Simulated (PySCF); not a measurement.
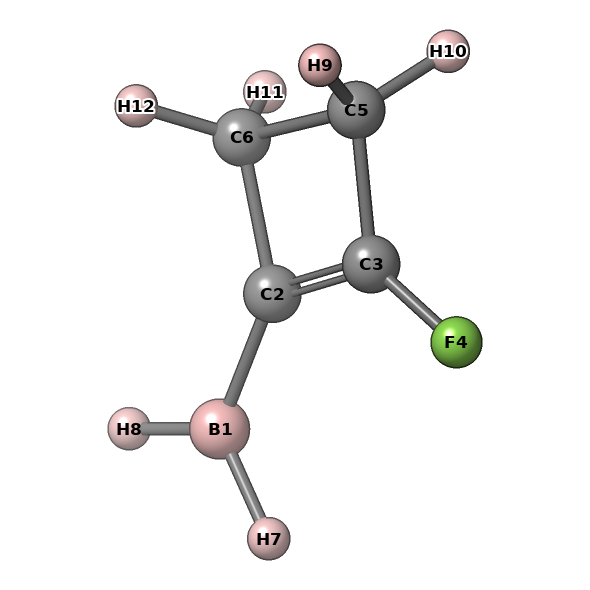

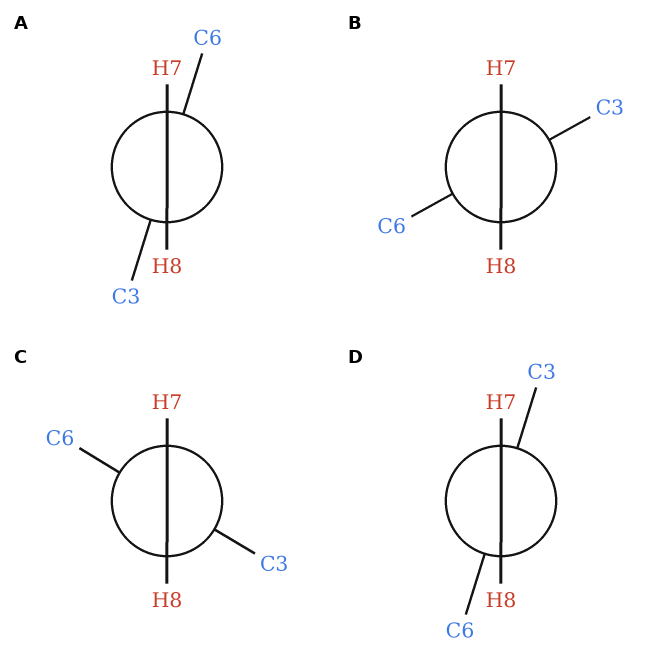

Depth is shown by fading: the farther an atom, the more it takes the colour of the background. Bonds that would overlap in a projection are set slightly apart. Computed geometry: PBE0-D3(BJ)/def2-SVP optimisation. No frequency run is at hand to confirm it as a minimum.

Which Newman projection shows the view along B1–C2, with B1 in front?

D. The torsion angle H7–B1–C2–C6 is −179°, antiperiplanar (anti).
